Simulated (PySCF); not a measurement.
B(H)(Vi)(NH2), SMILES B(N)C=C at its B3LYP/def2-SVP optimised geometry (Å):

```
10

B     -0.8417    -0.5316     0.0000
H     -1.4588    -1.5743    -0.0051
C      0.7262    -0.5316     0.0000
C      1.4953     0.3927    -0.5986
H      1.2439    -1.3756     0.4769
H      2.5900     0.3376    -0.6068
H      1.0610     1.2463    -1.1341
N     -1.5780     0.6548     0.0000
H     -2.5900     0.6776    -0.0350
H     -1.1518     1.5743     0.0471
```

Method: PySCF with B3LYP/def2-TZVP. Cells within 0.4 Å of a nucleus heavier than hydrogen are left out (blank, or x).

Map of the HOMO−1 amplitude (bohr^(-3/2)) on the plane z = 0.0 Å; orbital energy -8.47 eV, overall sign arbitrary:

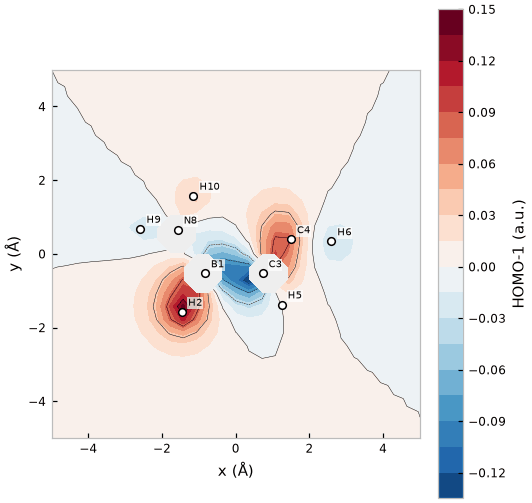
Fig. 1. HOMO−1 amplitude (bohr^(-3/2)) on the plane z = 0.0 Å.
